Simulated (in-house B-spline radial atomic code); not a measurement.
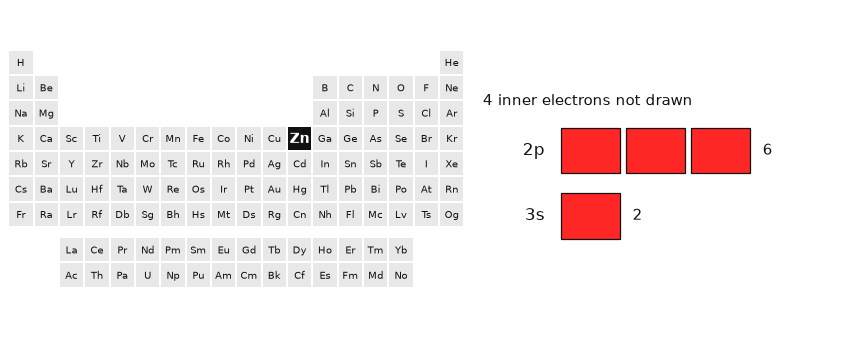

Left, the place of zinc in the periodic table; right, the outer shells of the closed core: a box for each of the 2l + 1 orbitals, shaded by the share of the shell that is filled, with the electron count at the right.

## Many-body perturbation calculation, with input and output: Zn¹⁶⁺

System: Zn¹⁶⁺, core [Ne] 3s2.
Method: configuration interaction of two valence electrons with many-body perturbation theory for the core (screened one- and two-electron correlation potentials), Breit and QED, no-pair Dirac, B-spline basis (in-house B-spline radial atomic code).

### Input file
```
basis_form = 3
Z = 30
core_configuration = [Ne] 3s2
rms_radius = 3.9283
mass_number = 64
speed_of_light = 137.035999084
box_radius = 5.0
lmax = 6
intervals = 60
virtual_cutoff = 1800.0
```

Hardware: 1 thread of Intel Xeon @ 2.50GHz (Skylake/Cascade Lake), 192 GiB of memory available, shared host.

The run was one of a batch that the task file lists, launched with:
```bash
python <driver script> task.json out
```

The program writes its results to a structured record and prints no log; tables and figures of this report are taken from that record.

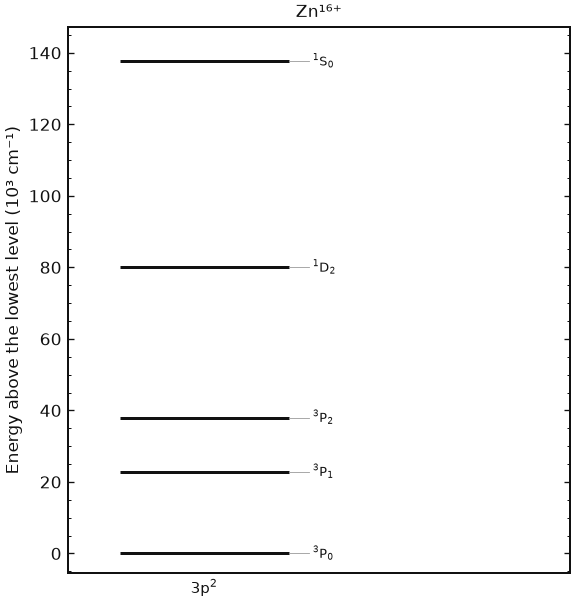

Levels of Zn¹⁶⁺ (zinc, Z = 30), two electrons outside the core [Ne] 3s². CI+MBPT: configuration interaction in the frozen-core Dirac–Hartree–Fock potential with screened core-valence correlation, Breit and QED terms; computed with a B-spline radial code. The lowest level is 3p² ³P₀. The first excited level, 3p² ³P₁, lies at 22,900 cm⁻¹. The ground term spreads over 38,000 cm⁻¹ in the order J = 0, 1, 2, a normal multiplet. All levels drawn have even parity, so no electric dipole line joins them. The ionisation energy is 576.9 eV, against 575.8 eV from CI without core-valence correlation and a semi-empirical value of 577.8 eV.

```
  Level  E (cm⁻¹)
3p² ³P₀         0
3p² ³P₁    22,900
3p² ³P₂    38,010
3p² ¹D₂    79,980
3p² ¹S₀   137,600
```

### Summary

- outcome: converged
- wall time: 78 s

### Notes

Caveats: the outer s2 shell is a soft core here, levels are rough.
